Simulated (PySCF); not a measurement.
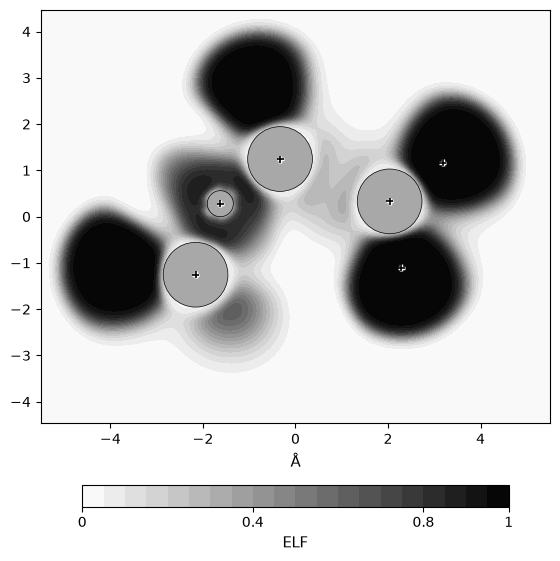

The ELF on a plane through atoms (crosses mark nuclei in the plane; grey discs cover the cores).

Computed with CAM-B3LYP/def2-SVPD, SCF density, gas phase (PySCF).

Candidates:
A. CH$_{8}$O$_{2}$Si$_{3}$
B. C$_{4}$H$_{15}$BN$_{2}$Si (SMILES BCN(C)[SiH2]N(C)C)
C. C$_{3}$BN$_{3}$ (SMILES N#CB(C#N)C#N)

Q: Which system is this?

A: Candidate A: CH$_{8}$O$_{2}$Si$_{3}$ on the plane of atoms Si1, O2 and Si3, which holds Si, O and H. Si–O (1.61 Å): the ELF peaks at about 0.90 between the atoms (a polar covalent bond).
